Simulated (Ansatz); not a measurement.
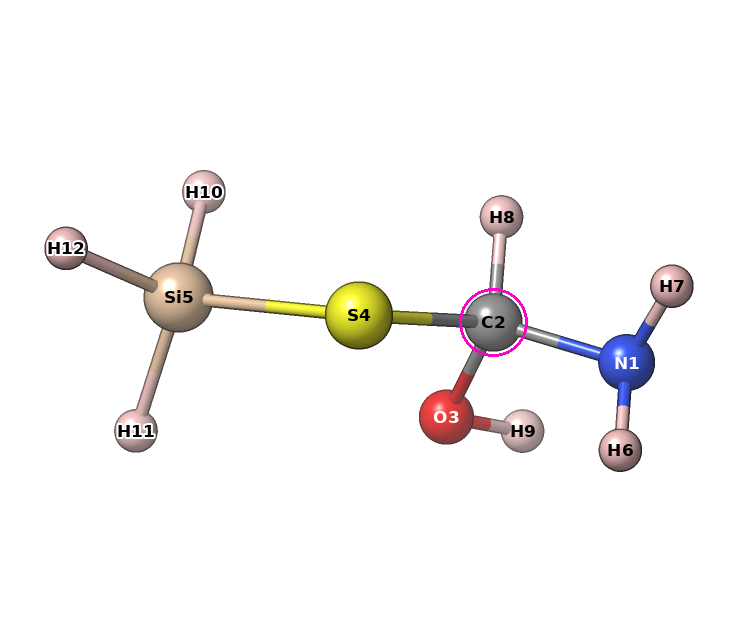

Distant atoms are faded towards the background colour. Circles mark the stereogenic atoms. The computed structure is the end point of a PBE0-D4/def2-TZVP optimisation. No frequency run is at hand to confirm it as a minimum.

Question: Assign CIP descriptors.

Answer: C2: S (priorities S4 > O3 > N1 > H8).
